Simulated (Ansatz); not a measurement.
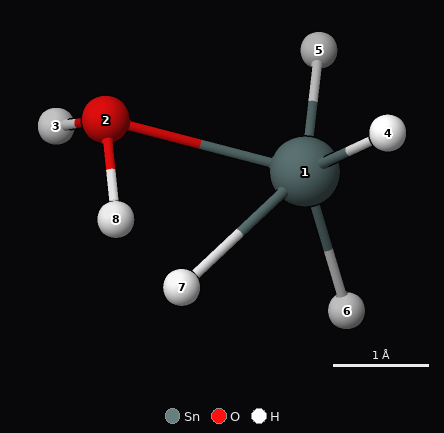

The structure as given in the input (ball-and-stick view, seen at a tilt; atoms are numbered from 1 in the order of the input). Sticks mark near contacts.

## Molecular dynamics of SnH6O (part 1 of 4)

SnH6O, computed with RKS LDA/def2-mTZVP (Ansatz 0.2.0).

It belongs to a series of runs on one base structure; here: dynamics from the highest image of the converged band. Figures and captions count atoms from 1; the log counts them from 0 in places.

The program's output:
```
Engine: ansatz 0.2.0, x86_64-unknown-linux-gnu
Functional definition: SPW92
  exchange = slater_x
  correlation = pw_c
793 factors; their error is unknown
mean field evaluation 1: about -7942.5590 eV, gradient 6.2e1 eV
mean field evaluation 2: about -7883.2310 eV, gradient 1.7e2 eV
mean field evaluation 4: about -7948.8506 eV, gradient 8.4e0 eV
mean field evaluation 8: about -7949.0425 eV, gradient 1.5e-1 eV
mean field evaluation 16: about -7949.0302 eV, gradient 6.6e-5 eV
mean field -7949.03019625 eV, -292.1214716661 hartree, gradient 1.0e-5 eV, S^2 0.000000; 0 other end points of the search recorded, 0 dependent functions left out
the calculation of the forces begins
reference -7949.03024370 eV, -292.1214734098 hartree; 18, 18 occupied and 60, 60 virtual orbitals, 793 factors
md step     0: t =     0.00 fs  T =   100.0 K  F+E_penalty+E_count = -7949.03019625 eV  E_kin = 0.077556 eV  conserved = -7948.95264025 eV  (26 SCF iters)
these checks for a lower state are left out or cut short: starts, cluster_reference, orbital_swaps, neighbouring_geometries, increment
793 factors; their error is unknown
mean field -7949.02940214 eV, -292.1214424832 hartree, gradient 1.8e-5 eV, S^2 0.000000; 0 other end points of the search recorded, 0 dependent functions left out
the calculation of the forces begins
reference -7949.02944965 eV, -292.1214442291 hartree; 18, 18 occupied and 60, 60 virtual orbitals, 793 factors
md step     1: t =     0.50 fs  T =    99.0 K  F+E_penalty+E_count = -7949.02940214 eV  E_kin = 0.076772 eV  conserved = -7948.95263043 eV  (28 SCF iters)
[... from here on the SCF iterations and repeated set-up lines of each step are left out, up to the last step ...]
md step     2: t =     1.00 fs  T =    96.1 K  F+E_penalty+E_count = -7949.02713353 eV  E_kin = 0.074529 eV  conserved = -7948.95260443 eV  (28 SCF iters)
md step     3: t =     1.50 fs  T =    91.8 K  F+E_penalty+E_count = -7949.02379875 eV  E_kin = 0.071227 eV  conserved = -7948.95257144 eV  (28 SCF iters)
md step     4: t =     2.00 fs  T =    86.9 K  F+E_penalty+E_count = -7949.01991752 eV  E_kin = 0.067376 eV  conserved = -7948.95254144 eV  (28 SCF iters)
md step     5: t =     2.50 fs  T =    81.8 K  F+E_penalty+E_count = -7949.01596253 eV  E_kin = 0.063440 eV  conserved = -7948.95252219 eV  (27 SCF iters)
md step     6: t =     3.00 fs  T =    77.0 K  F+E_penalty+E_count = -7949.01223996 eV  E_kin = 0.059724 eV  conserved = -7948.95251627 eV  (27 SCF iters)
md step     7: t =     3.50 fs  T =    72.6 K  F+E_penalty+E_count = -7949.00884670 eV  E_kin = 0.056326 eV  conserved = -7948.95252115 eV  (27 SCF iters)
md step     8: t =     4.00 fs  T =    68.6 K  F+E_penalty+E_count = -7949.00571033 eV  E_kin = 0.053180 eV  conserved = -7948.95252999 eV  (28 SCF iters)
md step     9: t =     4.50 fs  T =    64.7 K  F+E_penalty+E_count = -7949.00269474 eV  E_kin = 0.050160 eV  conserved = -7948.95253498 eV  (28 SCF iters)
md step    10: t =     5.00 fs  T =    60.9 K  F+E_penalty+E_count = -7948.99972553 eV  E_kin = 0.047195 eV  conserved = -7948.95253012 eV  (28 SCF iters)
md step    11: t =     5.50 fs  T =    57.2 K  F+E_penalty+E_count = -7948.99688088 eV  E_kin = 0.044366 eV  conserved = -7948.95251507 eV  (28 SCF iters)
md step    12: t =     6.00 fs  T =    54.0 K  F+E_penalty+E_count = -7948.99439528 eV  E_kin = 0.041899 eV  conserved = -7948.95249618 eV  (28 SCF iters)
md step    13: t =     6.50 fs  T =    51.7 K  F+E_penalty+E_count = -7948.99256107 eV  E_kin = 0.040077 eV  conserved = -7948.95248372 eV  (28 SCF iters)
md step    14: t =     7.00 fs  T =    50.4 K  F+E_penalty+E_count = -7948.99156805 eV  E_kin = 0.039081 eV  conserved = -7948.95248704 eV  (28 SCF iters)
md step    15: t =     7.50 fs  T =    50.1 K  F+E_penalty+E_count = -7948.99136230 eV  E_kin = 0.038854 eV  conserved = -7948.95250865 eV  (28 SCF iters)
md step    16: t =     8.00 fs  T =    50.4 K  F+E_penalty+E_count = -7948.99160895 eV  E_kin = 0.039067 eV  conserved = -7948.95254229 eV  (28 SCF iters)
md step    17: t =     8.50 fs  T =    50.6 K  F+E_penalty+E_count = -7948.99178863 eV  E_kin = 0.039213 eV  conserved = -7948.95257589 eV  (28 SCF iters)
md step    18: t =     9.00 fs  T =    50.0 K  F+E_penalty+E_count = -7948.99138364 eV  E_kin = 0.038786 eV  conserved = -7948.95259734 eV  (26 SCF iters)
md step    19: t =     9.50 fs  T =    48.3 K  F+E_penalty+E_count = -7948.99006480 eV  E_kin = 0.037465 eV  conserved = -7948.95259997 eV  (28 SCF iters)
md step    20: t =    10.00 fs  T =    45.4 K  F+E_penalty+E_count = -7948.98779691 eV  E_kin = 0.035212 eV  conserved = -7948.95258443 eV  (28 SCF iters)
md step    21: t =    10.50 fs  T =    41.6 K  F+E_penalty+E_count = -7948.98482994 eV  E_kin = 0.032273 eV  conserved = -7948.95255727 eV  (28 SCF iters)
md step    22: t =    11.00 fs  T =    37.5 K  F+E_penalty+E_count = -7948.98159621 eV  E_kin = 0.029068 eV  conserved = -7948.95252799 eV  (28 SCF iters)
md step    23: t =    11.50 fs  T =    33.6 K  F+E_penalty+E_count = -7948.97856330 eV  E_kin = 0.026058 eV  conserved = -7948.95250495 eV  (28 SCF iters)
md step    24: t =    12.00 fs  T =    30.4 K  F+E_penalty+E_count = -7948.97610025 eV  E_kin = 0.023607 eV  conserved = -7948.95249318 eV  (28 SCF iters)
md step    25: t =    12.50 fs  T =    28.2 K  F+E_penalty+E_count = -7948.97439754 eV  E_kin = 0.021904 eV  conserved = -7948.95249308 eV  (28 SCF iters)
md step    26: t =    13.00 fs  T =    27.0 K  F+E_penalty+E_count = -7948.97346127 eV  E_kin = 0.020961 eV  conserved = -7948.95250061 eV  (28 SCF iters)
md step    27: t =    13.50 fs  T =    26.6 K  F+E_penalty+E_count = -7948.97317756 eV  E_kin = 0.020669 eV  conserved = -7948.95250900 eV  (28 SCF iters)
md step    28: t =    14.00 fs  T =    27.0 K  F+E_penalty+E_count = -7948.97341902 eV  E_kin = 0.020907 eV  conserved = -7948.95251172 eV  (28 SCF iters)
md step    29: t =    14.50 fs  T =    27.9 K  F+E_penalty+E_count = -7948.97414607 eV  E_kin = 0.021640 eV  conserved = -7948.95250586 eV  (28 SCF iters)
md step    30: t =    15.00 fs  T =    29.6 K  F+E_penalty+E_count = -7948.97545083 eV  E_kin = 0.022957 eV  conserved = -7948.95249424 eV  (28 SCF iters)
md step    31: t =    15.50 fs  T =    32.3 K  F+E_penalty+E_count = -7948.97751146 eV  E_kin = 0.025027 eV  conserved = -7948.95248474 eV  (28 SCF iters)
md step    32: t =    16.00 fs  T =    36.1 K  F+E_penalty+E_count = -7948.98046992 eV  E_kin = 0.027984 eV  conserved = -7948.95248627 eV  (28 SCF iters)
md step    33: t =    16.50 fs  T =    41.0 K  F+E_penalty+E_count = -7948.98429615 eV  E_kin = 0.031793 eV  conserved = -7948.95250315 eV  (28 SCF iters)
md step    34: t =    17.00 fs  T =    46.7 K  F+E_penalty+E_count = -7948.98872227 eV  E_kin = 0.036190 eV  conserved = -7948.95253180 eV  (28 SCF iters)
md step    35: t =    17.50 fs  T =    52.5 K  F+E_penalty+E_count = -7948.99329829 eV  E_kin = 0.040736 eV  conserved = -7948.95256183 eV  (28 SCF iters)
md step    36: t =    18.00 fs  T =    58.0 K  F+E_penalty+E_count = -7948.99755252 eV  E_kin = 0.044972 eV  conserved = -7948.95258098 eV  (28 SCF iters)
md step    37: t =    18.50 fs  T =    62.7 K  F+E_penalty+E_count = -7949.00118073 eV  E_kin = 0.048600 eV  conserved = -7948.95258106 eV  (26 SCF iters)
md step    38: t =    19.00 fs  T =    66.6 K  F+E_penalty+E_count = -7949.00417541 eV  E_kin = 0.051614 eV  conserved = -7948.95256100 eV  (28 SCF iters)
md step    39: t =    19.50 fs  T =    70.0 K  F+E_penalty+E_count = -7949.00684460 eV  E_kin = 0.054318 eV  conserved = -7948.95252658 eV  (28 SCF iters)
md step    40: t =    20.00 fs  T =    73.8 K  F+E_penalty+E_count = -7949.00972403 eV  E_kin = 0.057237 eV  conserved = -7948.95248741 eV  (28 SCF iters)
md step    41: t =    20.50 fs  T =    78.6 K  F+E_penalty+E_count = -7949.01342780 eV  E_kin = 0.060975 eV  conserved = -7948.95245321 eV  (28 SCF iters)
md step    42: t =    21.00 fs  T =    85.2 K  F+E_penalty+E_count = -7949.01849613 eV  E_kin = 0.066065 eV  conserved = -7948.95243073 eV  (28 SCF iters)
md step    43: t =    21.50 fs  T =    94.0 K  F+E_penalty+E_count = -7949.02528819 eV  E_kin = 0.072866 eV  conserved = -7948.95242214 eV  (28 SCF iters)
md step    44: t =    22.00 fs  T =   105.1 K  F+E_penalty+E_count = -7949.03394668 eV  E_kin = 0.081521 eV  conserved = -7948.95242561 eV  (27 SCF iters)
md step    45: t =    22.50 fs  T =   118.6 K  F+E_penalty+E_count = -7949.04443243 eV  E_kin = 0.091997 eV  conserved = -7948.95243584 eV  (27 SCF iters)
md step    46: t =    23.00 fs  T =   134.3 K  F+E_penalty+E_count = -7949.05660746 eV  E_kin = 0.104160 eV  conserved = -7948.95244756 eV  (27 SCF iters)
md step    47: t =    23.50 fs  T =   152.0 K  F+E_penalty+E_count = -7949.07032058 eV  E_kin = 0.117862 eV  conserved = -7948.95245882 eV  (27 SCF iters)
md step    48: t =    24.00 fs  T =   171.5 K  F+E_penalty+E_count = -7949.08544509 eV  E_kin = 0.132973 eV  conserved = -7948.95247258 eV  (27 SCF iters)
md step    49: t =    24.50 fs  T =   192.6 K  F+E_penalty+E_count = -7949.10183884 eV  E_kin = 0.149343 eV  conserved = -7948.95249601 eV  (27 SCF iters)
md step    50: t =    25.00 fs  T =   214.9 K  F+E_penalty+E_count = -7949.11924178 eV  E_kin = 0.166706 eV  conserved = -7948.95253558 eV  (27 SCF iters)
md step    51: t =    25.50 fs  T =   238.0 K  F+E_penalty+E_count = -7949.13718689 eV  E_kin = 0.184597 eV  conserved = -7948.95258949 eV  (27 SCF iters)
md step    52: t =    26.00 fs  T =   261.0 K  F+E_penalty+E_count = -7949.15503232 eV  E_kin = 0.202390 eV  conserved = -7948.95264275 eV  (27 SCF iters)
md step    53: t =    26.50 fs  T =   283.0 K  F+E_penalty+E_count = -7949.17218047 eV  E_kin = 0.219509 eV  conserved = -7948.95267136 eV  (27 SCF iters)
md step    54: t =    27.00 fs  T =   304.0 K  F+E_penalty+E_count = -7949.18842314 eV  E_kin = 0.235768 eV  conserved = -7948.95265540 eV  (27 SCF iters)
md step    55: t =    27.50 fs  T =   324.4 K  F+E_penalty+E_count = -7949.20421042 eV  E_kin = 0.251614 eV  conserved = -7948.95259650 eV  (27 SCF iters)
md step    56: t =    28.00 fs  T =   345.6 K  F+E_penalty+E_count = -7949.22059291 eV  E_kin = 0.268067 eV  conserved = -7948.95252580 eV  (27 SCF iters)
md step    57: t =    28.50 fs  T =   369.1 K  F+E_penalty+E_count = -7949.23873733 eV  E_kin = 0.286247 eV  conserved = -7948.95249075 eV  (27 SCF iters)
md step    58: t =    29.00 fs  T =   395.5 K  F+E_penalty+E_count = -7949.25922139 eV  E_kin = 0.306697 eV  conserved = -7948.95252458 eV  (27 SCF iters)
md step    59: t =    29.50 fs  T =   424.1 K  F+E_penalty+E_count = -7949.28155009 eV  E_kin = 0.328928 eV  conserved = -7948.95262206 eV  (27 SCF iters)
md step    60: t =    30.00 fs  T =   453.2 K  F+E_penalty+E_count = -7949.30424908 eV  E_kin = 0.351509 eV  conserved = -7948.95274040 eV  (27 SCF iters)
md step    61: t =    30.50 fs  T =   480.5 K  F+E_penalty+E_count = -7949.32551399 eV  E_kin = 0.372688 eV  conserved = -7948.95282572 eV  (27 SCF iters)
md step    62: t =    31.00 fs  T =   504.4 K  F+E_penalty+E_count = -7949.34403191 eV  E_kin = 0.391189 eV  conserved = -7948.95284290 eV  (27 SCF iters)
md step    63: t =    31.50 fs  T =   524.5 K  F+E_penalty+E_count = -7949.35953767 eV  E_kin = 0.406750 eV  conserved = -7948.95278743 eV  (27 SCF iters)
md step    64: t =    32.00 fs  T =   541.8 K  F+E_penalty+E_count = -7949.37290135 eV  E_kin = 0.420220 eV  conserved = -7948.95268099 eV  (27 SCF iters)
md step    65: t =    32.50 fs  T =   558.6 K  F+E_penalty+E_count = -7949.38580462 eV  E_kin = 0.433246 eV  conserved = -7948.95255867 eV  (27 SCF iters)
md step    66: t =    33.00 fs  T =   577.3 K  F+E_penalty+E_count = -7949.40019471 eV  E_kin = 0.447738 eV  conserved = -7948.95245718 eV  (27 SCF iters)
md step    67: t =    33.50 fs  T =   599.9 K  F+E_penalty+E_count = -7949.41769836 eV  E_kin = 0.465291 eV  conserved = -7948.95240717 eV  (27 SCF iters)
md step    68: t =    34.00 fs  T =   627.5 K  F+E_penalty+E_count = -7949.43912732 eV  E_kin = 0.486699 eV  conserved = -7948.95242793 eV  (27 SCF iters)
md step    69: t =    34.50 fs  T =   659.7 K  F+E_penalty+E_count = -7949.46417699 eV  E_kin = 0.511656 eV  conserved = -7948.95252055 eV  (27 SCF iters)
md step    70: t =    35.00 fs  T =   694.7 K  F+E_penalty+E_count = -7949.49142247 eV  E_kin = 0.538760 eV  conserved = -7948.95266229 eV  (27 SCF iters)
md step    71: t =    35.50 fs  T =   729.7 K  F+E_penalty+E_count = -7949.51869401 eV  E_kin = 0.565888 eV  conserved = -7948.95280607 eV  (27 SCF iters)
md step    72: t =    36.00 fs  T =   761.9 K  F+E_penalty+E_count = -7949.54382293 eV  E_kin = 0.590931 eV  conserved = -7948.95289203 eV  (27 SCF iters)
md step    73: t =    36.50 fs  T =   790.0 K  F+E_penalty+E_count = -7949.56556022 eV  E_kin = 0.612686 eV  conserved = -7948.95287449 eV  (27 SCF iters)
md step    74: t =    37.00 fs  T =   814.2 K  F+E_penalty+E_count = -7949.58424666 eV  E_kin = 0.631491 eV  conserved = -7948.95275561 eV  (27 SCF iters)
md step    75: t =    37.50 fs  T =   837.0 K  F+E_penalty+E_count = -7949.60173747 eV  E_kin = 0.649136 eV  conserved = -7948.95260131 eV  (27 SCF iters)
md step    76: t =    38.00 fs  T =   861.1 K  F+E_penalty+E_count = -7949.62038106 eV  E_kin = 0.667869 eV  conserved = -7948.95251216 eV  (28 SCF iters)
md step    77: t =    38.50 fs  T =   888.3 K  F+E_penalty+E_count = -7949.64151039 eV  E_kin = 0.688953 eV  conserved = -7948.95255696 eV  (26 SCF iters)
md step    78: t =    39.00 fs  T =   917.7 K  F+E_penalty+E_count = -7949.66442819 eV  E_kin = 0.711708 eV  conserved = -7948.95272019 eV  (28 SCF iters)
md step    79: t =    39.50 fs  T =   946.1 K  F+E_penalty+E_count = -7949.68664251 eV  E_kin = 0.733729 eV  conserved = -7948.95291310 eV  (27 SCF iters)
md step    80: t =    40.00 fs  T =   969.8 K  F+E_penalty+E_count = -7949.70519452 eV  E_kin = 0.752158 eV  conserved = -7948.95303642 eV  (27 SCF iters)
md step    81: t =    40.50 fs  T =   986.5 K  F+E_penalty+E_count = -7949.71816655 eV  E_kin = 0.765128 eV  conserved = -7948.95303817 eV  (27 SCF iters)
md step    82: t =    41.00 fs  T =   996.2 K  F+E_penalty+E_count = -7949.72550626 eV  E_kin = 0.772579 eV  conserved = -7948.95292763 eV  (27 SCF iters)
md step    83: t =    41.50 fs  T =  1000.8 K  F+E_penalty+E_count = -7949.72891647 eV  E_kin = 0.776161 eV  conserved = -7948.95275544 eV  (27 SCF iters)
md step    84: t =    42.00 fs  T =  1003.8 K  F+E_penalty+E_count = -7949.73108778 eV  E_kin = 0.778504 eV  conserved = -7948.95258402 eV  (28 SCF iters)
md step    85: t =    42.50 fs  T =  1008.6 K  F+E_penalty+E_count = -7949.73471216 eV  E_kin = 0.782245 eV  conserved = -7948.95246764 eV  (27 SCF iters)
md step    86: t =    43.00 fs  T =  1017.6 K  F+E_penalty+E_count = -7949.74161278 eV  E_kin = 0.789173 eV  conserved = -7948.95244002 eV  (28 SCF iters)
md step    87: t =    43.50 fs  T =  1031.1 K  F+E_penalty+E_count = -7949.75219875 eV  E_kin = 0.799691 eV  conserved = -7948.95250755 eV  (27 SCF iters)
md step    88: t =    44.00 fs  T =  1047.9 K  F+E_penalty+E_count = -7949.76536923 eV  E_kin = 0.812724 eV  conserved = -7948.95264495 eV  (28 SCF iters)
md step    89: t =    44.50 fs  T =  1065.2 K  F+E_penalty+E_count = -7949.77893384 eV  E_kin = 0.826138 eV  conserved = -7948.95279559 eV  (28 SCF iters)
md step    90: t =    45.00 fs  T =  1080.0 K  F+E_penalty+E_count = -7949.79051398 eV  E_kin = 0.837628 eV  conserved = -7948.95288605 eV  (28 SCF iters)
md step    91: t =    45.50 fs  T =  1090.6 K  F+E_penalty+E_count = -7949.79868246 eV  E_kin = 0.845825 eV  conserved = -7948.95285755 eV  (27 SCF iters)
md step    92: t =    46.00 fs  T =  1097.4 K  F+E_penalty+E_count = -7949.80384293 eV  E_kin = 0.851136 eV  conserved = -7948.95270707 eV  (27 SCF iters)
md step    93: t =    46.50 fs  T =  1103.4 K  F+E_penalty+E_count = -7949.80823142 eV  E_kin = 0.855720 eV  conserved = -7948.95251182 eV  (27 SCF iters)
md step    94: t =    47.00 fs  T =  1111.9 K  F+E_penalty+E_count = -7949.81473331 eV  E_kin = 0.862337 eV  conserved = -7948.95239655 eV  (27 SCF iters)
md step    95: t =    47.50 fs  T =  1125.1 K  F+E_penalty+E_count = -7949.82503058 eV  E_kin = 0.872581 eV  conserved = -7948.95244940 eV  (27 SCF iters)
md step    96: t =    48.00 fs  T =  1142.0 K  F+E_penalty+E_count = -7949.83831490 eV  E_kin = 0.885663 eV  conserved = -7948.95265200 eV  (27 SCF iters)
md step    97: t =    48.50 fs  T =  1158.7 K  F+E_penalty+E_count = -7949.85156845 eV  E_kin = 0.898677 eV  conserved = -7948.95289184 eV  (26 SCF iters)
md step    98: t =    49.00 fs  T =  1171.0 K  F+E_penalty+E_count = -7949.86122972 eV  E_kin = 0.908185 eV  conserved = -7948.95304493 eV  (27 SCF iters)
md step    99: t =    49.50 fs  T =  1175.9 K  F+E_penalty+E_count = -7949.86505344 eV  E_kin = 0.912003 eV  conserved = -7948.95305048 eV  (27 SCF iters)
md step   100: t =    50.00 fs  T =  1173.5 K  F+E_penalty+E_count = -7949.86305751 eV  E_kin = 0.910132 eV  conserved = -7948.95292580 eV  (27 SCF iters)
md step   101: t =    50.50 fs  T =  1166.3 K  F+E_penalty+E_count = -7949.85728837 eV  E_kin = 0.904553 eV  conserved = -7948.95273538 eV  (27 SCF iters)
md step   102: t =    51.00 fs  T =  1158.2 K  F+E_penalty+E_count = -7949.85083381 eV  E_kin = 0.898282 eV  conserved = -7948.95255178 eV  (27 SCF iters)
md step   103: t =    51.50 fs  T =  1153.0 K  F+E_penalty+E_count = -7949.84667703 eV  E_kin = 0.894247 eV  conserved = -7948.95243001 eV  (27 SCF iters)
md step   104: t =    52.00 fs  T =  1153.2 K  F+E_penalty+E_count = -7949.84680476 eV  E_kin = 0.894407 eV  conserved = -7948.95239811 eV  (27 SCF iters)
md step   105: t =    52.50 fs  T =  1159.5 K  F+E_penalty+E_count = -7949.85174508 eV  E_kin = 0.899289 eV  conserved = -7948.95245600 eV  (27 SCF iters)
md step   106: t =    53.00 fs  T =  1170.8 K  F+E_penalty+E_count = -7949.86056571 eV  E_kin = 0.907988 eV  conserved = -7948.95257784 eV  (27 SCF iters)
md step   107: t =    53.50 fs  T =  1184.4 K  F+E_penalty+E_count = -7949.87129940 eV  E_kin = 0.918584 eV  conserved = -7948.95271569 eV  (27 SCF iters)
md step   108: t =    54.00 fs  T =  1197.7 K  F+E_penalty+E_count = -7949.88172260 eV  E_kin = 0.928914 eV  conserved = -7948.95280889 eV  (27 SCF iters)
md step   109: t =    54.50 fs  T =  1208.8 K  F+E_penalty+E_count = -7949.89032018 eV  E_kin = 0.937516 eV  conserved = -7948.95280423 eV  (27 SCF iters)
md step   110: t =    55.00 fs  T =  1217.7 K  F+E_penalty+E_count = -7949.89710190 eV  E_kin = 0.944414 eV  conserved = -7948.95268745 eV  (27 SCF iters)
md step   111: t =    55.50 fs  T =  1226.6 K  F+E_penalty+E_count = -7949.90379243 eV  E_kin = 0.951284 eV  conserved = -7948.95250846 eV  (27 SCF iters)
md step   112: t =    56.00 fs  T =  1238.7 K  F+E_penalty+E_count = -7949.91304349 eV  E_kin = 0.960673 eV  conserved = -7948.95237069 eV  (27 SCF iters)
md step   113: t =    56.50 fs  T =  1256.5 K  F+E_penalty+E_count = -7949.92687360 eV  E_kin = 0.974504 eV  conserved = -7948.95236995 eV  (27 SCF iters)
md step   114: t =    57.00 fs  T =  1280.0 K  F+E_penalty+E_count = -7949.94524669 eV  E_kin = 0.992723 eV  conserved = -7948.95252342 eV  (27 SCF iters)
```
